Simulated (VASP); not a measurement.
Band structure of CaGaSi (space group P-6m2). Level of theory: PBEsol GGA with spin-orbit coupling, VASP's PBE PAW potentials (set 64) (plane waves; VASP 6.6.1).

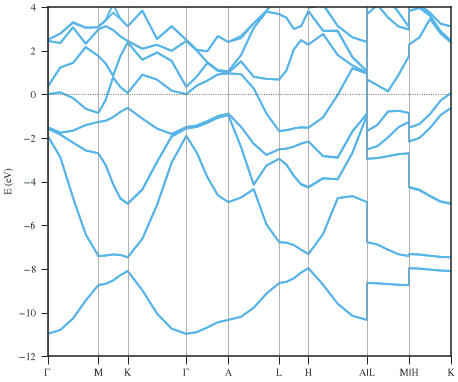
Bands along high-symmetry lines, zero at the valence-band maximum or, without a gap, the Fermi level

Task: Read the plot: is there a gap, and where are the band edges?

Result: It has no gap at this level: it comes out as a metal or semimetal.

The structure comes from a computed database's CaGaSi entry (P-6m2); how it stands against other phases isn't given here. It was relaxed first.
